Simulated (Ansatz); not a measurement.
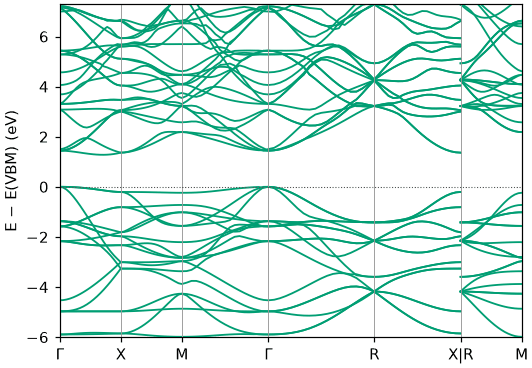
Band structure from PBE in the plane-wave PAW code Ansatz

Problem. Read off the gap and where the band edges lie.

Solution. About 1.3 eV (1.28 eV by a search for the band edges); maximum at Γ, minimum on the Γ–X line, 71 % of the way from Γ.

Problem. Which of these materials gives this?
A) CdO, Pm-3n (Cd on 6c, O on 6d)
B) BP, Pm-3n (B on 6d, P on 6c)
C) AlAs, Pm-3n (Al on 6c, As on 6d)
D) BeSe, Pm-3n (Be on 6c, Se on 6d)

Solution. C, AlAs, Pm-3n (Al on 6c, As on 6d)

The start of the workflow was typed in or built on a structure type; neither database checked (COD, Materials Project) lists it. It is not the phase usual at ambient conditions (space group No. 216). Symmetry was held in the PBE relaxation; whether a distortion lowers the energy is not shown. The volume moved by 26 % from the start of the relaxation. Scalar-relativistic: spin–orbit coupling is off unless named, which matters more the heavier the elements.

Potentials: the earlier of the program's two PAW sets.
